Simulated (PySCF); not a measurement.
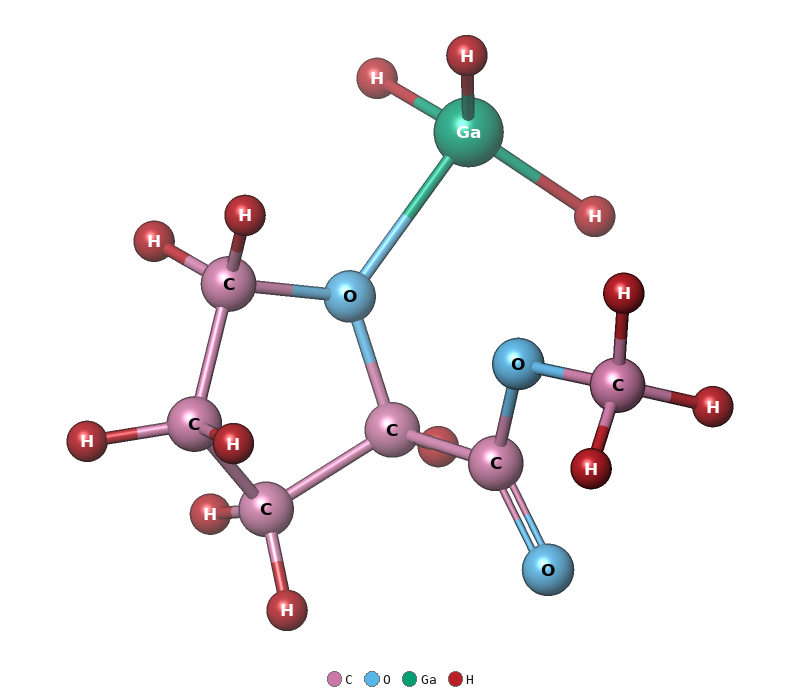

Atoms fade into the background with distance from the viewer. The geometry was computed by an optimisation with PBE0-D3(BJ)/def2-SVP. No frequency run is at hand to confirm it as a minimum.

List the symmetry elements and name the point group.

It has no symmetry element but the identity, so the point group is C1. The group has 1 operation. The geometry is chiral, and symmetry allows a dipole moment.
